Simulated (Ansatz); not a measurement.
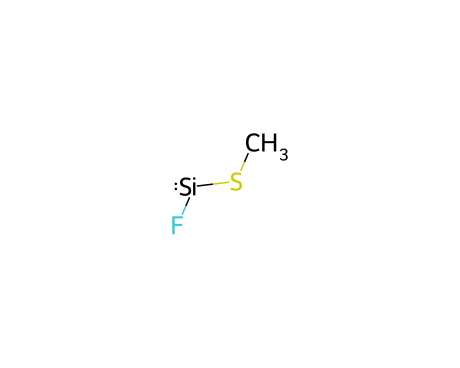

Computed geometry: PBE-D4/def2-SVP optimisation. No frequency run is at hand to confirm it as a minimum. Level of theory: RKS PBE-D4/def2-SVP (Ansatz 0.2.0).

Question: Give the dispersion correction at this level.

Answer: −15.8 kJ/mol.

Question: Give the dipole moment at this level.

Answer: 1.20 D.
